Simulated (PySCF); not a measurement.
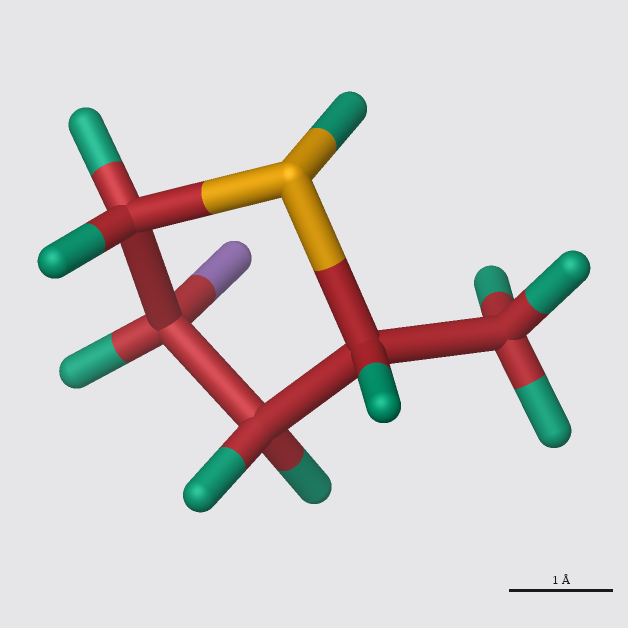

The picture shows a molecular structure as a stick model. Colours: carbon red, fluorine purple, phosphorus orange, hydrogen teal.

Computed geometry: GFN2-xTB optimisation. No frequency run is at hand to confirm it as a minimum.

Describe the molecule.

It has 17 atoms: 5 carbon, 10 hydrogen, 1 fluorine and 1 phosphorus (C5H10FP). Its SMILES string is `C[C@@H]1C[C@H](F)CP1`. Independent rings (smallest set): 1 of 5 members. Among its groups: C–F bond. This geometry has C1 symmetry. Coordination: 5 C tetrahedral; 1 P trigonal pyramidal.

The parts below concern this one geometry. Atoms keep their numbers from picture to picture.

Geometry

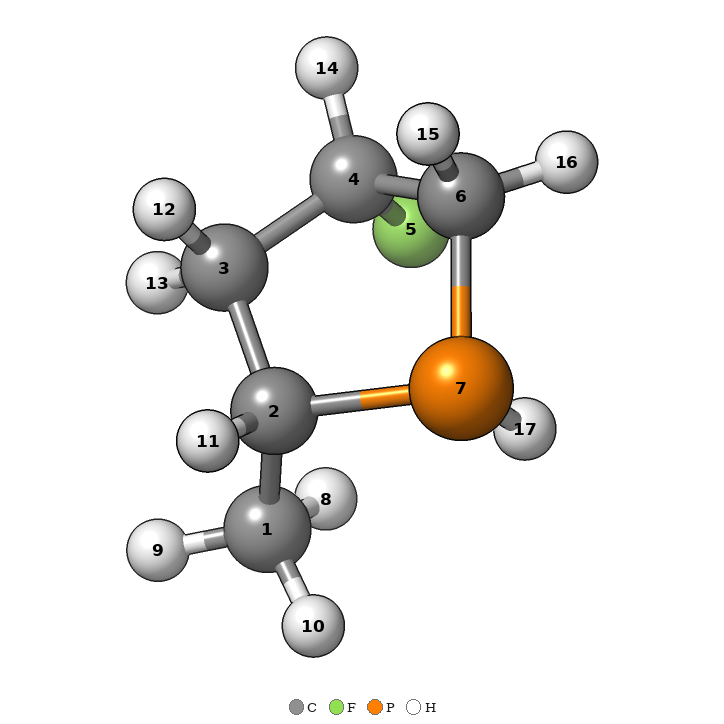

Atoms carry their numbers in the input. No frequency run is at hand to confirm it as a minimum.

Estimate the angles C1–C2–C3, C1–C2–P7, C1–C2–H11, C2–C3–H12, C2–C3–H13, C2–P7–C6, C2–P7–H17, C3–C4–H14, C4–C3–H13, C6–C4–H14, P7–C2–H11, P7–C6–H16.

```
    angle  degrees
 C1–C2–C3    112.5
 C1–C2–P7    110.7
C1–C2–H11    108.5
C2–C3–H12    110.6
C2–C3–H13    110.7
 C2–P7–C6     91.6
C2–P7–H17     94.5
C3–C4–H14    112.4
C4–C3–H13    110.0
C6–C4–H14    112.7
P7–C2–H11    107.6
P7–C6–H16    110.7
```

Dipole moment

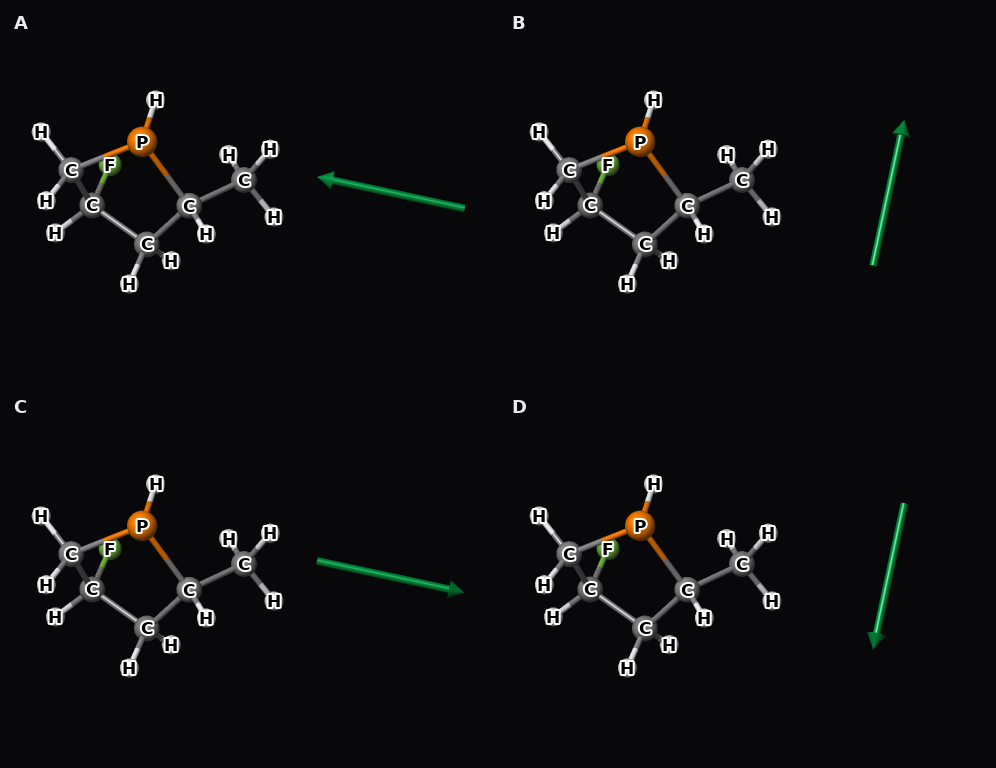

The same molecule four times, each with an arrow. No frequency run is at hand to confirm it as a minimum. Method: CAM-B3LYP/def2-SVPD, gas phase (PySCF 2.14.0).

**Which arrow points along the dipole moment, from the negative to the positive end?**

D. The dipole moment is 1.88 D.

Excitation

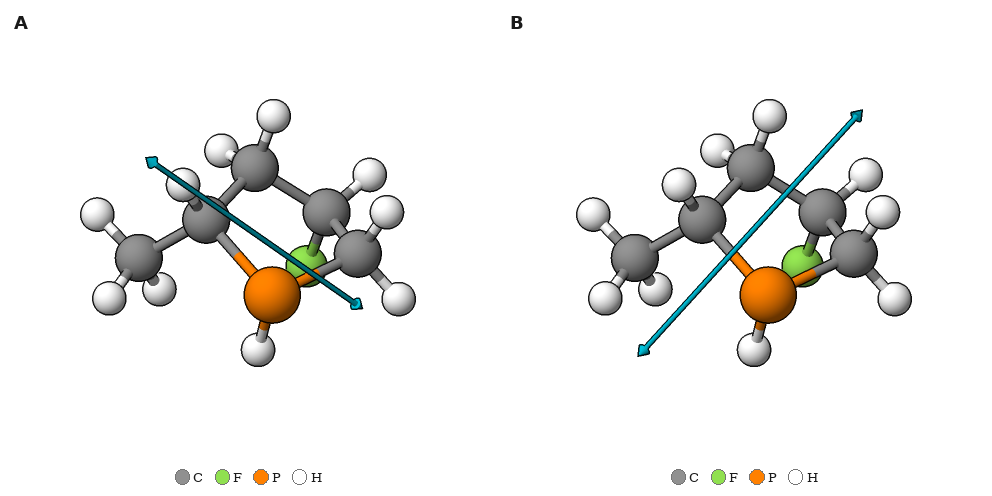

The double arrows show the directions of two transition dipoles from the ground state (lengths mean nothing). No frequency run is at hand to confirm it as a minimum. Level of theory: TDDFT CAM-B3LYP/def2-SVPD, vertical, gas phase, core orbitals frozen in the response (PySCF 2.14.0).

**One belongs to singlet state 2 and one to singlet state 7. Which is which?**

A: state 2, 6.65 eV (186 nm), oscillator strength 0.049, of mixed character, with the largest part HOMO → LUMO (weight 0.33).
B: state 7, 8.36 eV (148 nm), oscillator strength 0.051, of mixed character, with the largest part HOMO−1 → LUMO+1 (weight 0.27).

Polarisability

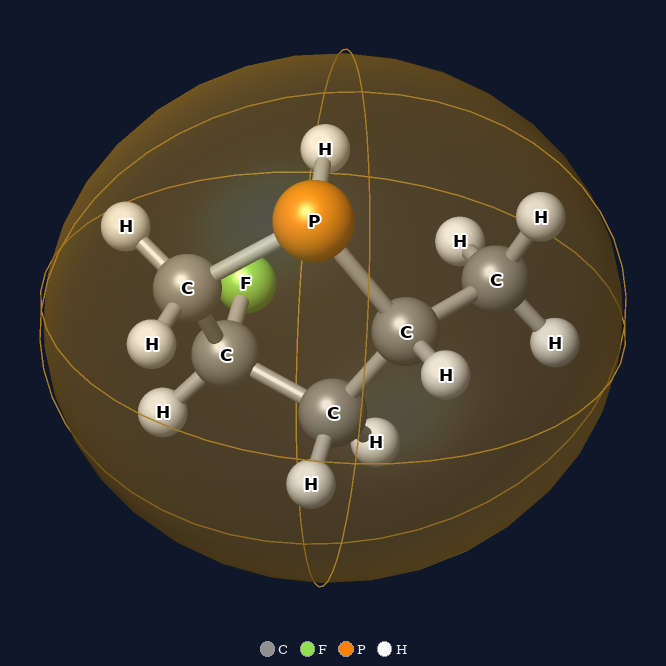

The ellipsoid shows the static dipole polarisability: its half-axes are proportional to the principal values. No frequency run is at hand to confirm it as a minimum. Level of theory: CAM-B3LYP/def2-SVPD (PySCF 2.14.0).

**Give the principal values, the mean and the anisotropy.**

Principal values 72.4, 85.0, 88.2 bohr³; mean 81.9 bohr³ (12.13 Å³); anisotropy 14.5 bohr³, so the longest axis is 1.22 times the shortest.

The geometry is semi-empirical. Around P such bond lengths and angles can be off by a tenth of an ångström or more and by several degrees, and values that hang on the shape move with them.
